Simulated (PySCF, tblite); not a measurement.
# C₄H₁₃NSi: dynamics, then NMR shifts on frames, part 2 of 2

tblite 0.8.0 and PySCF 2.14.0. Atoms count from 0.

## (5) NMR shieldings: 625 fs, PBE0/pcSseg-1

Job settings and geometry (Å):

```
{"job": {"kind": "nmr", "xc": "PBE0", "basis": "pcSseg-1", "pop": false}, "charge": 0, "multiplicity": 1}
C      3.001500    -0.047900     0.335600
C      1.598400     0.461200     0.391100
C      0.498700    -0.611800     0.631700
N     -0.821100    -0.163300     0.406900
C     -1.242100     0.970300     1.269700
Si    -2.179100    -0.809200    -0.449200
H      3.433000    -0.412300     1.242400
H      3.666800     0.800400    -0.055100
H      3.268500    -0.759400    -0.451700
H      1.499700     0.845100    -0.668000
H      1.652700     1.240800     1.148700
H      0.701100    -1.466900    -0.095400
H      0.525200    -1.008800     1.646400
H     -1.088100     0.631300     2.299300
H     -2.277200     1.125200     1.140200
H     -0.692800     1.817600     0.961700
H     -2.951800     0.345600    -0.847800
H     -1.773900    -1.610400    -1.658200
H     -3.000000    -1.484700     0.642700
```

Method: GIAO PBE0/pcSseg-1 NMR shielding, non-relativistic, gas phase.

The program printed:

```text
coarse grid: 15096 points
cycle   1  E = -503.9561902910  dE =  3.517e-01  |g| = 4.219e-01  |ddm| = 3.660e+00
cycle   2  E = -503.9301515052  dE =  2.604e-02  |g| = 5.459e-01  |ddm| = 1.016e+00
cycle   3  E = -504.0016497923  dE = -7.150e-02  |g| = 6.876e-02  |ddm| = 6.352e-01
cycle   4  E = -504.0024229357  dE = -7.731e-04  |g| = 3.041e-02  |ddm| = 7.639e-02
cycle   5  E = -504.0026267110  dE = -2.038e-04  |g| = 4.780e-03  |ddm| = 2.866e-02
cycle   6  E = -504.0026313650  dE = -4.654e-06  |g| = 1.200e-03  |ddm| = 5.382e-03
final grid: 137592 points
cycle   7  E = -504.0364842600  dE = -3.299e-05  |g| = 8.338e-03  |ddm| = 2.647e-02
cycle   8  E = -504.0364755117  dE =  8.748e-06  |g| = 1.020e-02  |ddm| = 1.712e-02
cycle   9  E = -504.0365020959  dE = -2.658e-05  |g| = 8.131e-04  |ddm| = 9.875e-03
cycle  10  E = -504.0365022194  dE = -1.236e-07  |g| = 2.689e-04  |ddm| = 8.983e-04
cycle  11  E = -504.0365022338  dE = -1.435e-08  |g| = 4.909e-05  |ddm| = 2.503e-04
cycle  12  E = -504.0365022343  dE = -5.227e-10  |g| = 1.689e-05  |ddm| = 7.150e-05
converged SCF energy = -504.0365022343

GIAO shielding tensors (ppm)
atom      isotropic    diamagn.    paramagn.     s11        s22        s33       span
  0 C      170.890     240.470     -69.579    154.790    165.803    192.079     37.289
  1 C      156.242     245.842     -89.600    133.096    158.571    177.059     43.963
  2 C      129.226     243.519    -114.293    104.309    126.375    156.995     52.687
  3 N      257.575     329.971     -72.396    214.508    259.068    299.150     84.642
  4 C      147.787     247.951    -100.163    118.933    139.050    185.379     66.446
  5 Si     397.915     881.249    -483.334    335.161    380.326    478.257    143.096
  6 H       31.184      27.361       3.824     26.744     28.470     38.339     11.595
  7 H       29.226      25.347       3.879     24.578     26.824     36.277     11.698
  8 H       30.496      28.513       1.984     26.545     28.387     36.557     10.011
  9 H       29.080      31.608      -2.528     23.497     30.453     33.290      9.793
 10 H       29.322      31.255      -1.934     23.194     31.743     33.028      9.835
 11 H       27.984      31.323      -3.339     22.315     29.259     32.377     10.062
 12 H       28.674      31.379      -2.705     22.835     29.765     33.422     10.586
 13 H       29.551      30.392      -0.841     26.178     26.637     35.838      9.661
 14 H       29.833      32.457      -2.624     25.069     29.271     35.160     10.091
 15 H       29.240      32.379      -3.139     24.060     28.219     35.441     11.381
 16 H       27.187      31.447      -4.260     23.621     25.738     32.203      8.583
 17 H       26.287      29.622      -3.335     23.022     24.566     31.274      8.252
 18 H       26.018      28.835      -2.818     21.977     24.037     32.038     10.061
```

Run time: 20 s. Hardware: 1 thread of Intel Xeon Platinum 8488C, shared host; peak memory 0.81 GiB.

Key values: δ C2 57.7, C4 39.1, C1 30.7, C0 16.0, H18 5.70, H17 5.43 ppm.

## (6) Nuclear shieldings: 800 fs, PBE0/pcSseg-1

Job settings and geometry (Å):

```
{"job": {"kind": "nmr", "xc": "PBE0", "basis": "pcSseg-1", "pop": false}, "charge": 0, "multiplicity": 1}
C      2.706700    -0.205700    -0.144500
C      1.318100     0.522700    -0.225300
C      0.285700    -0.230500     0.545400
N     -0.953700     0.509000     0.614100
C     -0.911100     1.478600     1.656200
Si    -2.276400     0.015000    -0.394000
H      3.060100    -0.368700     0.921300
H      3.396900     0.329300    -0.757500
H      2.499400    -1.159500    -0.699800
H      0.932700     0.621300    -1.266700
H      1.371400     1.586300     0.098700
H      0.128100    -1.203200     0.076200
H      0.732400    -0.497100     1.531600
H     -1.091500     0.996800     2.595900
H     -1.623400     2.272600     1.555700
H      0.089400     1.980100     1.692100
H     -3.148800     1.216100    -0.391200
H     -2.252500    -0.334400    -1.809000
H     -2.709900    -1.215300     0.214800
```

Level: GIAO PBE0/pcSseg-1 NMR shielding, non-relativistic, gas phase.

The program printed:

```text
coarse grid: 15096 points
cycle   1  E = -503.9655991739  dE =  3.536e-01  |g| = 3.970e-01  |ddm| = 3.655e+00
cycle   2  E = -503.9452636906  dE =  2.034e-02  |g| = 5.031e-01  |ddm| = 9.470e-01
cycle   3  E = -504.0062751473  dE = -6.101e-02  |g| = 6.651e-02  |ddm| = 5.860e-01
cycle   4  E = -504.0070094267  dE = -7.343e-04  |g| = 2.963e-02  |ddm| = 7.813e-02
cycle   5  E = -504.0072021534  dE = -1.927e-04  |g| = 4.657e-03  |ddm| = 2.895e-02
cycle   6  E = -504.0072065799  dE = -4.427e-06  |g| = 1.196e-03  |ddm| = 5.456e-03
final grid: 137592 points
cycle   7  E = -504.0408426424  dE = -3.312e-05  |g| = 8.315e-03  |ddm| = 2.833e-02
cycle   8  E = -504.0408326305  dE =  1.001e-05  |g| = 1.048e-02  |ddm| = 1.806e-02
cycle   9  E = -504.0408604775  dE = -2.785e-05  |g| = 9.359e-04  |ddm| = 1.046e-02
cycle  10  E = -504.0408606482  dE = -1.707e-07  |g| = 2.412e-04  |ddm| = 9.696e-04
cycle  11  E = -504.0408606596  dE = -1.144e-08  |g| = 5.167e-05  |ddm| = 2.538e-04
cycle  12  E = -504.0408606602  dE = -5.675e-10  |g| = 1.817e-05  |ddm| = 6.765e-05
converged SCF energy = -504.0408606602

GIAO shielding tensors (ppm)
atom      isotropic    diamagn.    paramagn.     s11        s22        s33       span
  0 C      168.426     248.895     -80.469    155.760    167.489    182.030     26.270
  1 C      156.475     251.345     -94.871    132.940    160.390    176.093     43.153
  2 C      129.312     248.197    -118.885    103.772    119.213    164.952     61.180
  3 N      256.601     330.165     -73.564    214.856    229.489    325.458    110.602
  4 C      149.371     242.381     -93.010    123.918    136.241    187.954     64.036
  5 Si     400.948     880.593    -479.645    338.993    354.615    509.236    170.243
  6 H       29.685      28.371       1.314     25.575     27.859     35.620     10.044
  7 H       30.620      28.915       1.705     26.068     28.123     37.668     11.599
  8 H       29.760      29.594       0.166     25.021     28.531     35.727     10.705
  9 H       30.078      33.283      -3.206     25.950     29.867     34.417      8.466
 10 H       29.340      32.731      -3.391     24.790     30.255     32.975      8.185
 11 H       29.258      34.222      -4.964     24.645     29.888     33.240      8.594
 12 H       29.280      33.322      -4.042     24.915     29.486     33.438      8.523
 13 H       29.367      29.257       0.110     24.046     26.944     37.110     13.064
 14 H       29.491      29.550      -0.058     25.117     27.262     36.095     10.978
 15 H       28.577      29.947      -1.370     23.434     28.262     34.033     10.599
 16 H       26.767      29.602      -2.836     23.418     24.962     31.920      8.502
 17 H       26.716      30.334      -3.617     23.213     25.245     31.691      8.477
 18 H       27.026      30.264      -3.238     22.310     25.331     33.436     11.126
```

It took 20 s on 1 thread of Intel Xeon Platinum 8488C, shared host; peak memory 0.81 GiB.

This run: δ C2 57.6, C4 37.6, C1 30.5, C0 18.5, H17 5.00, H16 4.95 ppm.

## (7) Nuclear shieldings: 1000 fs, PBE0/pcSseg-1

Job settings and geometry (Å):

```
{"job": {"kind": "nmr", "xc": "PBE0", "basis": "pcSseg-1", "pop": false}, "charge": 0, "multiplicity": 1}
C      2.790200     0.691500    -0.693800
C      1.292100     0.488500    -0.821800
C      0.470200    -0.303100     0.285900
N     -0.775800     0.321500     0.463500
C     -0.835700     1.304000     1.520900
Si    -2.123400    -0.151500    -0.523500
H      2.881500     1.337900     0.228500
H      3.244800     1.299700    -1.477100
H      3.322700    -0.242900    -0.543900
H      0.947700     0.130400    -1.707400
H      0.828000     1.439900    -0.839800
H      0.394800    -1.303400    -0.072200
H      1.107100    -0.420400     1.209300
H     -0.712200     0.804300     2.534100
H     -1.821900     1.699800     1.456200
H     -0.203100     2.124700     1.421100
H     -3.202900     0.844700    -0.264800
H     -1.810100    -0.207200    -1.999700
H     -2.828800    -1.454800    -0.308100
```

With the program's defaults for keys left out, this is: GIAO PBE0/pcSseg-1 NMR shielding, non-relativistic, gas phase.

The program printed:

```text
coarse grid: 15096 points
cycle   1  E = -503.9594346251  dE =  3.913e-01  |g| = 4.028e-01  |ddm| = 3.658e+00
cycle   2  E = -503.9440299218  dE =  1.540e-02  |g| = 4.847e-01  |ddm| = 8.686e-01
cycle   3  E = -504.0012626440  dE = -5.723e-02  |g| = 6.456e-02  |ddm| = 5.172e-01
cycle   4  E = -504.0019313295  dE = -6.687e-04  |g| = 3.120e-02  |ddm| = 7.707e-02
cycle   5  E = -504.0021401176  dE = -2.088e-04  |g| = 4.810e-03  |ddm| = 2.947e-02
cycle   6  E = -504.0021449366  dE = -4.819e-06  |g| = 9.420e-04  |ddm| = 5.122e-03
final grid: 137592 points
cycle   7  E = -504.0366888405  dE = -3.323e-05  |g| = 7.937e-03  |ddm| = 2.381e-02
cycle   8  E = -504.0366803438  dE =  8.497e-06  |g| = 9.911e-03  |ddm| = 1.646e-02
cycle   9  E = -504.0367045855  dE = -2.424e-05  |g| = 1.066e-03  |ddm| = 9.677e-03
cycle  10  E = -504.0367048083  dE = -2.229e-07  |g| = 2.268e-04  |ddm| = 1.014e-03
cycle  11  E = -504.0367048188  dE = -1.052e-08  |g| = 4.115e-05  |ddm| = 2.182e-04
cycle  12  E = -504.0367048192  dE = -3.554e-10  |g| = 1.364e-05  |ddm| = 5.751e-05
converged SCF energy = -504.0367048192

GIAO shielding tensors (ppm)
atom      isotropic    diamagn.    paramagn.     s11        s22        s33       span
  0 C      172.179     246.095     -73.917    158.937    173.197    184.401     25.464
  1 C      161.894     252.445     -90.551    117.090    177.238    191.355     74.265
  2 C      136.400     246.221    -109.821    107.817    131.972    169.411     61.595
  3 N      249.305     328.877     -79.572    223.134    228.281    296.501     73.367
  4 C      147.075     241.688     -94.613    117.967    135.560    187.697     69.729
  5 Si     400.263     880.238    -479.975    345.288    354.325    501.177    155.889
  6 H       29.557      28.805       0.752     24.564     29.160     34.946     10.382
  7 H       30.299      27.595       2.704     26.009     27.285     37.602     11.593
  8 H       30.810      28.825       1.984     26.204     28.653     37.572     11.368
  9 H       31.370      35.734      -4.365     26.048     32.827     35.234      9.186
 10 H       31.871      35.670      -3.800     27.201     32.593     35.818      8.616
 11 H       29.282      33.759      -4.477     25.062     29.085     33.699      8.637
 12 H       29.149      31.860      -2.710     24.727     28.897     33.823      9.096
 13 H       28.250      27.493       0.756     23.299     26.017     35.433     12.134
 14 H       29.527      30.239      -0.712     24.243     28.539     35.800     11.557
 15 H       30.050      31.177      -1.127     25.753     28.320     36.077     10.324
 16 H       26.820      29.758      -2.939     23.582     25.178     31.699      8.117
 17 H       26.293      29.733      -3.440     22.073     25.389     31.417      9.344
 18 H       26.521      29.097      -2.576     22.952     24.309     32.301      9.349
```

It took 19 s on 1 thread of Intel Xeon Platinum 8488C, shared host; peak memory 0.81 GiB.

Key values: δ C2 50.5, C4 39.9, C1 25.0, C0 14.7, H17 5.42, H18 5.20 ppm.

## (8) Side by side: NMR shifts

Shifts (ppm) of some atoms, chosen among heavy atoms and hydrogens apart, with basis size and wall time:

```csv
frame,C2,C4,C0,H11,H10,N3,Si5,functions,time
250 fs,75.0,41.2,11.6,5.10,4.20,38.8,-41.5,174,21 s
425 fs,64.0,44.7,14.1,2.95,1.02,29.0,-42.6,174,21 s
625 fs,57.7,39.1,16.0,3.73,2.40,10.2,-48.8,174,20 s
800 fs,57.6,37.6,18.5,2.46,2.38,11.1,-51.8,174,20 s
1000 fs,50.5,39.9,14.7,2.44,-0.15,18.4,-51.1,174,19 s
```

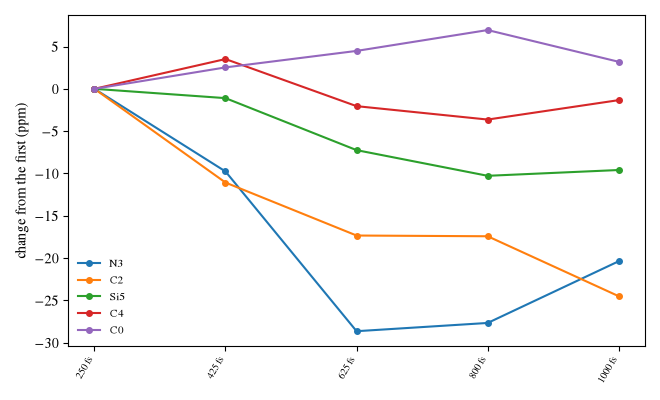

How five of the tabulated atoms move from run to run.

## (9) Outcome

This closing draws on all 2 parts.

| quantity | value |
| --- | --- |
| thermostat | 300 K |
| mean temperature, second half | 326 K |
| mean potential energy above the minimum | 0.82 eV |
| 13C shifts against TMS (PBE0/pcSseg-1, 250 fs) | 75.0, 41.2, 31.2, 11.6 ppm |
| 1H shifts against TMS (PBE0/pcSseg-1, 250 fs) | 5.72, 5.33, 5.10, 4.88, 4.20, 3.42, 3.35, 2.98, 2.11, 2.10, 1.30, 0.94, 0.64 ppm |
| 15N shifts against NH3 (PBE0/pcSseg-1, 250 fs) | 38.8 ppm |
| 29Si shifts against TMS (PBE0/pcSseg-1, 250 fs) | -41.5 ppm |
| range of the shift of N3 | 10.2 to 38.8 ppm |

**Reading.** In the second half the potential energy averages 0.82 eV above the minimum; equipartition over 51 harmonic modes at 300 K would give 0.66 eV. With 19 atoms the temperature swings widely (140 to 450 K). Shifts at one fixed geometry are not the observed spectrum, which averages over the motion. In the first frame run (250 fs): The widest tensor belongs to Si5: span 153 ppm, with a paramagnetic part of -490 ppm. In ppm, N3 moves most: its shift spreads over 28.6 ppm, from 10.2 (625 fs) to 38.8 (250 fs).
